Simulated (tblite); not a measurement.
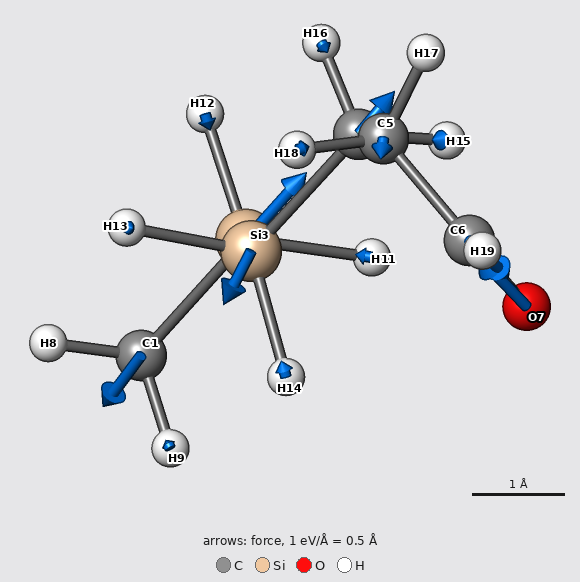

Starting geometry of C$_{4}$H$_{12}$OSi$_{2}$ with the computed forces as blue arrows. Style: ball-and-stick. Shown from a free direction.

These are results of GFN2-xTB geometry optimisation, gas phase (tblite), not measurements. 

> What follows when this structure is relaxed?

It isn't relaxed: the largest force vector, on a Si atom, is 2.09 eV/Å. The final displacements have little in common with the starting forces (cosine between the two patterns 0.22). Over 61 geometry steps the energy falls by 4.56 kcal/mol. The largest move after the best rigid fit is that of the O atom, 0.25 Å. By element the largest moves are O 0.25 Å, H 0.15 Å, C 0.10 Å, Si 0.06 Å. Near-neighbour distances that change, for instance: C–Si 1.828 → 1.899 Å, C–Si 1.858 → 1.910 Å, C–O 1.225 → 1.199 Å, H–Si 1.489 → 1.465 Å. Bond angles that change, for instance: C–Si–H 109.0° → 104.8°, Si–Si–H 110.4° → 114.6°, Si–Si–H 110.1° → 114.1°. The run took 0.75 s on 1 thread of Arm Neoverse N1, on a shared host.
